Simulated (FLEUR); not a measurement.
Band structure of Sr3In (Fm-3m, 4 atoms in the cell).

```yaml
crystal:
  lattice:
    - [0.00000, 4.33444, 4.33444]
    - [4.33444, 0.00000, 4.33444]
    - [4.33444, 4.33444, 0.00000]
  atoms:
    - { symbol: Sr, position: [0.75000, 0.75000, 0.75000] }
    - { symbol: Sr, position: [0.25000, 0.25000, 0.25000] }
    - { symbol: Sr, position: [0.50000, 0.50000, 0.50000] }
    - { symbol: In, position: [0.00000, 0.00000, 0.00000] }
```

Method of the run: FLEUR with PBEsol, all-electron FLAPW (FLEUR), scalar-relativistic valence.

Settings: Kmax = 3.8 1/bohr; GmaxXC = 13.3 1/bohr; xcFunctional = PBEs; jspins = 1; l_soc = F; mode = hist; fermiSmearingEnergy = 0.00367493 Htr; mesh (inpgen div1-3) = 7 7 7; inpgen gamma flag = false; Gmax = 13.3 1/bohr; numbands = 0; maxIterBroyd = 15; imix = Anderson; alpha = 0.05.

The starting cell comes from a database of computed structures (which also holds hypothetical and non-ambient phases and stackings), without a prior relaxation at this level. Values depend on the basis (sphere radii, cutoffs, local orbitals), which need not be converged.

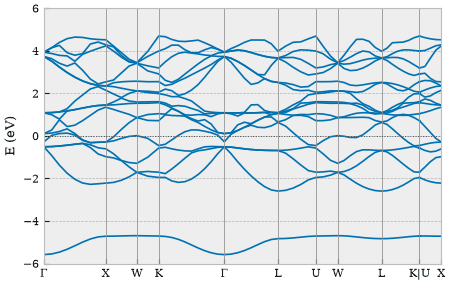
Figure: Bands along the path, energies from the Fermi level.

Levels in eV from the Fermi level, bands 18 to 25:
```
point     18     19     20     21     22     23    24    25
-----  -----  -----  -----  -----  -----  -----  ----  ----
Γ      -5.58  -0.51  -0.51  -0.51  -0.28   0.11  0.11  1.09
X      -4.72  -2.22  -0.98  -0.61  -0.29  -0.29  1.35  1.45
W      -4.69  -1.71  -1.71  -1.29   0.01   0.86  0.86  1.53
K      -4.71  -1.95  -1.71  -0.57  -0.45   0.72  1.04  1.56
L      -4.83  -2.60  -0.69  -0.69   0.63   0.65  1.06  1.06
U      -4.71  -1.95  -1.71  -0.57  -0.45   0.72  1.04  1.56
```
